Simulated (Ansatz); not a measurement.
## Response to strain in TaTlP2O8

The parent structure is TaTlP2O8 (space group P-3m1, No. 164; a cell from a computed database, its experimental status unchecked).

```xyz
12
Lattice="5.2144 0.0000 0.0000 -2.6072 4.5158 0.0000 0.0000 0.0000 8.2331" Properties=species:S:1:pos:R:3 pbc="T T T"
Ta     0.0000     0.0000     0.0000
Tl     0.0000     0.0000     4.1166
P      0.0000     3.0105     1.7663
P      2.6072     1.5053     6.4668
O      2.6072     2.9388     7.0827
O      1.3657     0.7885     7.0827
O      3.8487     0.7885     7.0827
O      1.2415     3.7273     1.1504
O      0.0000     1.5770     1.1504
O     -1.2415     3.7273     1.1504
O      0.0000     3.0105     3.2531
O      2.6072     1.5053     4.9800
```

Cartesian axes are those of the cell as printed.

Strains are applied to the cell and any free atomic positions relax; under biaxial strain the out-of-plane vector relaxes too.

The values are results of Kohn–Sham DFT with the PBEsol functional, run in Ansatz (a first-principles code) with PAW and 420 eV plane waves, scalar-relativistic without spin-orbit coupling, earlier PAW set, not measurements.

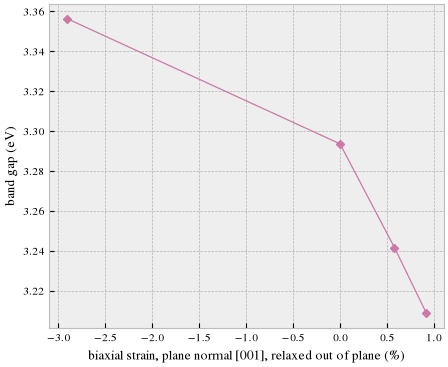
*Band gap against biaxial strain, plane normal [001], relaxed out of plane*

Task: From the plot, what is the band gap for biaxial strain +0.58 %, plane normal [001], relaxed out of plane?

Result: About 3.24 eV.

Task: Is the trend monotonic over the range shown?

Result: Yes, it falls throughout, spanning 3.21 eV to 3.36 eV.

With Ta and Tl present, leaving out spin-orbit coupling can change the band edges. Whether these cells are dynamically stable was not tested.
